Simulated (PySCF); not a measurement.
Al₃F₃H₆

```xyz
12

Al    2.0102    0.0112    0.3128
H     2.9201    0.4494   -0.8979
H     2.4468   -0.4204    1.7653
F     0.6880    1.2566    0.4862
Al   -1.0910    1.6517    0.3824
H    -1.2802    2.6777   -0.7993
H    -1.6437    1.7299    1.8571
F    -1.4858   -0.0100   -0.2608
Al   -0.8921   -1.6824   -0.6858
H    -1.0052   -1.8401   -2.2502
H    -1.3901   -2.6617    0.4451
F     0.8384   -1.2446   -0.3038
```

Geometry: PBE0-D3(BJ)/def2-SVP.

These are results of PBE0/pcSseg-1 Al:pcSseg-2, SCF density, gas phase, non-relativistic (PySCF), not measurements.

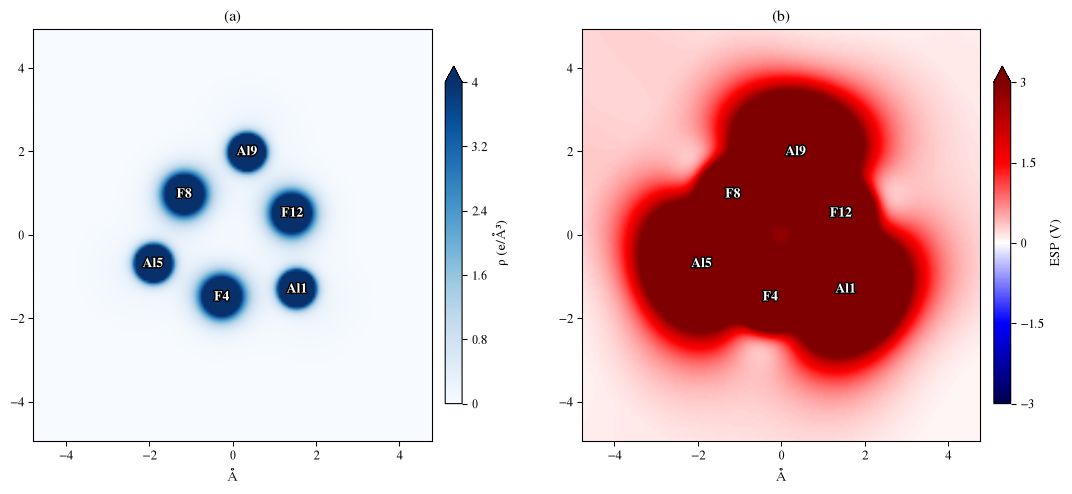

Figure 1. (a) total electron density; (b) molecular electrostatic potential on the plane of atoms F4, Al5 and F8.

> Read the bonding off the picture.

The plane passes through Al and F nuclei.
Al–F (1.82 Å): ρ is about 0.54 e/Å³ halfway.
The potential has no marked negative region in this plane.

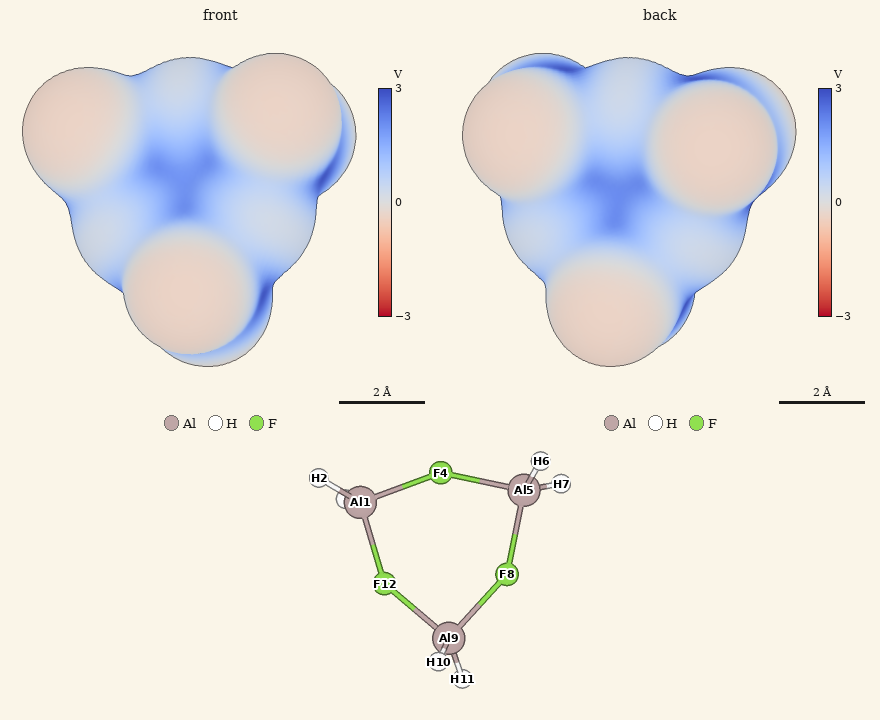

Figure 2. The molecular electrostatic potential painted on the density surface at 0.002 e/bohr³, seen from the front and from behind; red is negative and blue positive. The bare structure is drawn below in the same view.

> Where is the surface potential most negative and most positive?

The most negative region (about −0.4 V) lies over the H atoms, the most positive (about +2.7 V) over Al1, Al5 and Al9.
